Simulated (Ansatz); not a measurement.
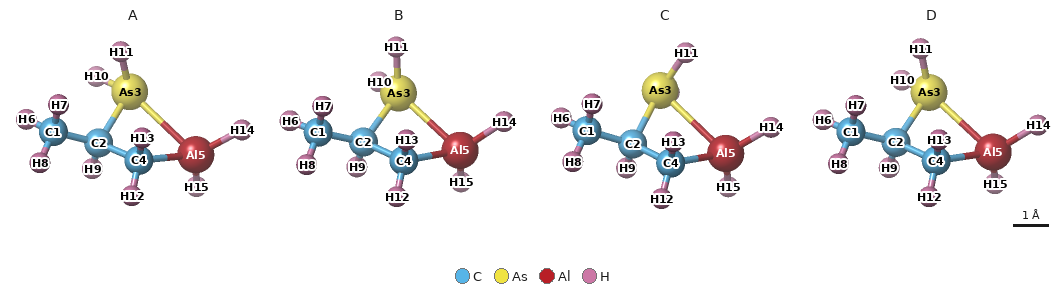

4 geometries from a converged minimum-energy path of C3H10AlAs, shuffled. A ball-and-stick model, seen at a tilt.

Method: RKS PBE0-D4/def2-SVP in Ansatz. Settings: 7 movable images; climbing image; force threshold 0.05 eV/Å; iteration limit 31; starting path through a guess of the saddle point.

**Which frame is the transition state?**

C. In order along the path, whose images run from 0 to 8: C (image 4, +111.7 kJ/mol), B (image 6, +12.2 kJ/mol), D (image 7, −3.7 kJ/mol), A (image 8, −7.4 kJ/mol). The motion is an umbrella inversion at As3. No bond forms or breaks between the ends. Among the angles between lasting bonds that change up to the highest image: C2–As3–H10 94.8° → 123.1°, C2–As3–H11 94.7° → 120.6°.
